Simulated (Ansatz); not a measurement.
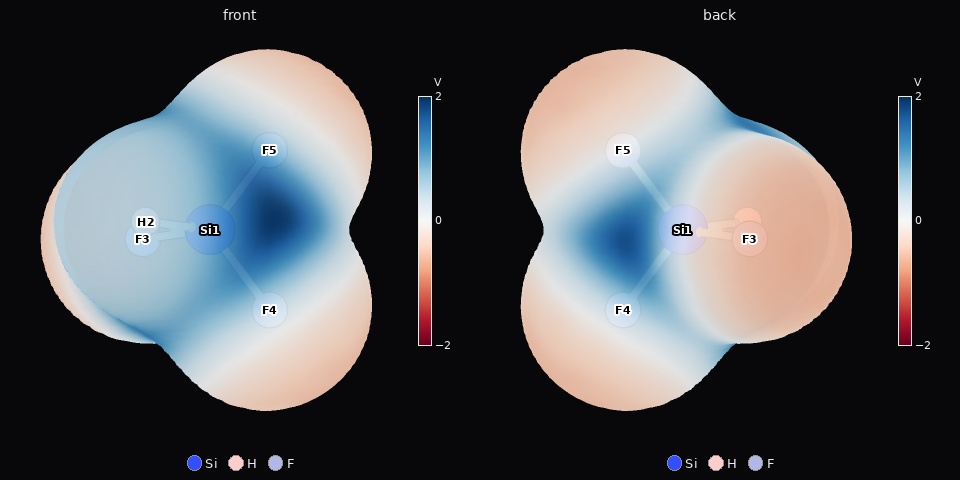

F$_{3}$HSi. The molecular electrostatic potential painted on the density surface at 0.001 e/bohr³, seen from the front and from behind; red is negative and blue positive.

Not at a stationary point (largest force 1.5 eV/Å).

Method: RKS PBE0-D4/def2-SVP (Ansatz).

```yaml
atoms:
  - { symbol: Si, position_ang: [0.1571, 0.0000, 0.1791] }
  - { symbol: H, position_ang: [0.3707, 0.0000, 1.6063] }
  - { symbol: F, position_ang: [1.7143, 0.0000, -0.1048] }
  - { symbol: F, position_ang: [-0.5607, 1.2814, -0.4437] }
  - { symbol: F, position_ang: [-0.5607, -1.2814, -0.4437] }
```

### Which sites attract a positive test charge, and which a negative one?

A positive charge is drawn to the negative regions and a negative charge to the positive ones. The most negative region (about −0.7 V) lies over F3, the most positive (about +1.9 V) over Si1.
